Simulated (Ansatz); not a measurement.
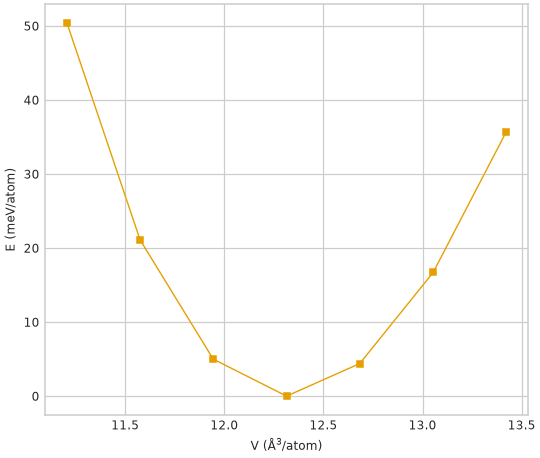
Figure: BeAg (CsCl type, Pm-3m) under volume change, PBEsol (plane waves, PAW; program Ansatz), scaled uniformly.

What does a third-order Birch–Murnaghan fit give for V₀, B₀ and B′?

V₀ = 12.31 Å³/atom, B₀ = 135 GPa, B′ = 4.6.

The start of the workflow was typed in or built on a structure type; neither database checked (COD, Materials Project) lists it. Its standing as an ambient phase is unchecked. Symmetry was held in the PBEsol relaxation; its stability against distortions is not shown here. No spin polarisation was allowed.

Potentials: the earlier of the program's two PAW sets. The files were generated under PBE; for other functionals the program regenerates the frozen cores, and for LDA and PBEsol the local potential too.
